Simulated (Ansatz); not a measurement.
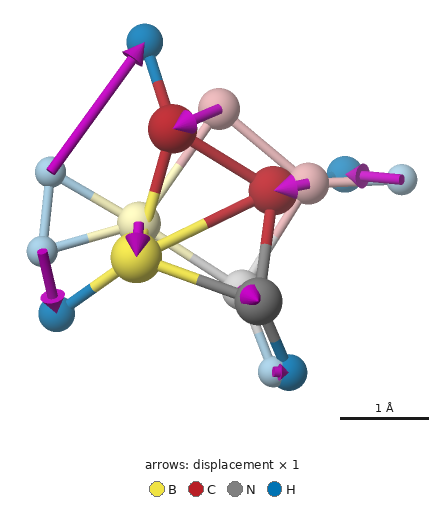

A relaxation of C₂H₄BN. The starting structure is drawn faded, the final one solid; purple arrows show the displacements, at their true length. The two geometries are superimposed by the best rigid fit.

The picture is a ball-and-stick view, seen at a tilt.

The run prepares an end point of a later path (hydrogen shift) calculation, from a guessed geometry.

Computed with Ansatz 0.2.0, RKS PBE/def2-SVP.

Input file:
```yaml
crystal:
  periodic: [false, false, false]
  atoms:
    - { symbol: B, position_ang: [-0.95513, 0.44118, -0.26152] }
    - { symbol: C, position_ang: [0.48863, 0.92757, 0.2904] }
    - { symbol: C, position_ang: [0.82433, -0.35668, 0.23076] }
    - { symbol: "N", position_ang: [-0.44444, -0.86371, -0.26137] }
    - { symbol: H, position_ang: [-2.00053, 0.85254, -0.56257] }
    - { symbol: H, position_ang: [-1.42988, 1.51044, -0.2753] }
    - { symbol: H, position_ang: [1.69286, -0.96057, 0.44051] }
    - { symbol: H, position_ang: [-0.67166, -1.8169, -0.47418] }
basis:
  gaussian: { orbitals: def2-SVP }
hamiltonian:
  xc: pbe
relax:
  f_tol: 0.02
  max_steps: 50
```

Command:
```bash
ansatz run input.yaml --threads 1 --pin off --max-ram 2048MiB --backend cpu --events-out ev --progress --plain --runs-dir out
```

### Which element moves most?

Hydrogen: up to 1.86 Å, against 0.70 Å for carbon.

### What did the optimiser do to the structure, and how much energy did it gain?

H6 moves most after the best rigid fit: 1.86 Å. Largest moves by element: H 1.86 Å, C 0.70 Å, N 0.58 Å, B 0.43 Å. Near-neighbour distances that change, for instance: H5–H6 0.917 → 3.264 Å, B1–H6 1.170 → 2.492 Å, C2–H6 2.083 → 1.093 Å, B1–C3 2.011 → 1.775 Å. New bonds form: C2–H6 (2.08 → 1.09 Å). Bonds break: B1–H6 (1.17 → 2.49 Å). Among the angles between lasting bonds that change: B1–N4–H8 143.4° → 118.4°, B1–N4–C3 89.6° → 74.3°, C3–N4–H8 127.0° → 115.2°. Groups turn about B1–C2 by about 35°, C2–C3 by about 35°. After 23 accepted moves (24 points after the start) the energy has fallen by 6.981 eV. Largest force component: 4.3 eV/Å at the start, 0.016 eV/Å at the end. The line search rejected the trial step at point 20 of the run. Cost: 20 s on 1 thread of AMD EPYC 9R45 96-Core Processor (Zen 5), with other jobs on the host, peak memory 0.14 GiB.
